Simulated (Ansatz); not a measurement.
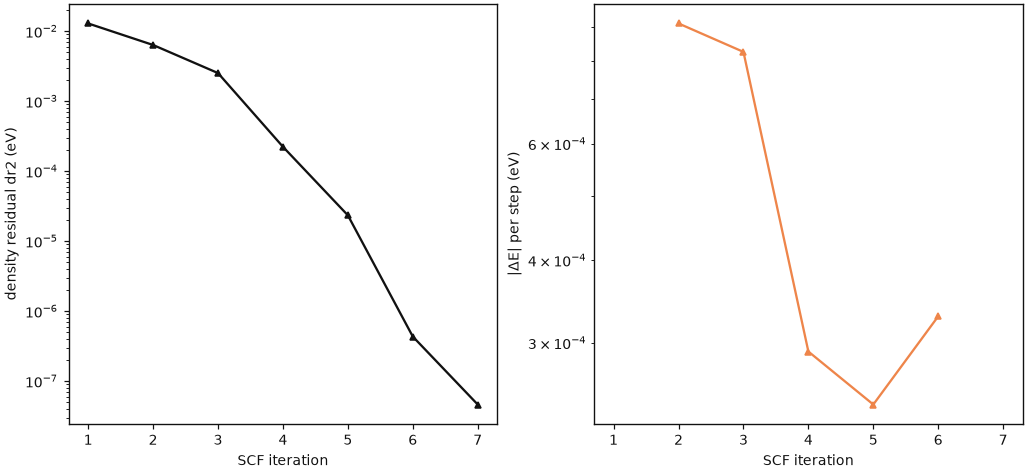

The plot shows the SCF iterations of a calculation: density residual dr2, step-to-step change of the Harris–Foulkes energy. Energy differences below 3 × 10⁻⁶ eV aren't drawn. The starting density is a sum of atomic densities corrected by a trained network.

S$_{3}$O (4 atoms in the cell), run with Ansatz.

```
crystal:
  lattice:
    - [4.1718298687, 0.0, 0.0]
    - [0.0, 4.1718298687, 0.0]
    - [0.0, 0.0, 4.1718298687]
  atoms:
    - { symbol: S, position: [0.5, 0.0, 0.0] }
    - { symbol: S, position: [0.0, 0.5, 0.0] }
    - { symbol: S, position: [0.0, 0.0, 0.5] }
    - { symbol: O, position: [0.0, 0.0, 0.0] }
basis:
  ecutwfc: 420
kpoints:
  mp_grid: { grid: [12, 12, 12] }
hamiltonian:
  xc: pbe
  dispersion: d3bj
scf:
  occupations: { method: fixed }
  max_iter: 80
output:
  forces: true
  eigenvalues: true
  stress: true
```

Command:
```bash
ansatz run input.yaml --threads 1 --pin off --max-ram 2560MiB --backend cpu --events-out ev --progress --plain --runs-dir out
```

Did the calculation converge?

Answer. The run converged; it took 7 iterations. The residual falls at every step. From the first spectrum the program read the system as an insulator and chose the Resta preconditioner.

What is the residual at the start and at the end?

Answer. It starts near 0.01 and ends near 5 × 10⁻⁸ eV.

Is anything amiss with this input?

Answer. The input holds an odd setting (fixed occupations whatever the gap). The SCF closed; whether the result suffers can't be told from this run alone.
